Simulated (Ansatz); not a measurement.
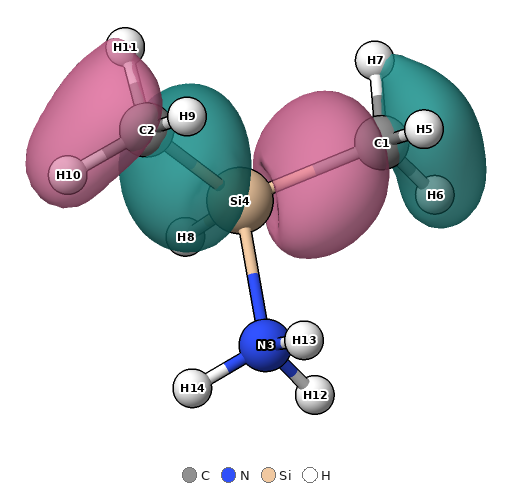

Figure 1: C₂H₁₀NSi (SMILES C[SiH](C)[NH3+]) (charge +1). One frontier orbital at ±0.15 Å⁻³ᐟ² (teal and pink are the two phases), seen at a tilt.

Geometry: PBE0-D3(BJ)/def2-SVP.

Method: isolated molecule in a Gaussian basis; Kohn-Sham density functional theory, functional PBE0 (Ansatz 0.2.0).

```xyz
14

C    -1.2548    0.6421    0.7932
C     1.6697   -0.3142    1.5012
N     1.1067    1.4483   -0.8327
Si    0.3781   -0.0040    0.2154
H    -1.1462    1.5111    1.4607
H    -1.9239    0.9068   -0.0399
H    -1.7592   -0.1499    1.3717
H     0.2979   -1.0365   -0.8475
H     1.8025    0.5472    2.1743
H     2.6433   -0.5869    1.0658
H     1.3460   -1.1651    2.1237
H     0.4917    1.7052   -1.6142
H     1.2503    2.3010   -0.2785
H     2.0167    1.2076   -1.2438
```

Question: Which orbital is it: HOMO or LUMO?

Answer: The HOMO, at −13.85 eV. It lies mainly on C1 (about 25 %), C2 (about 25 %) and Si4 (about 25 %).
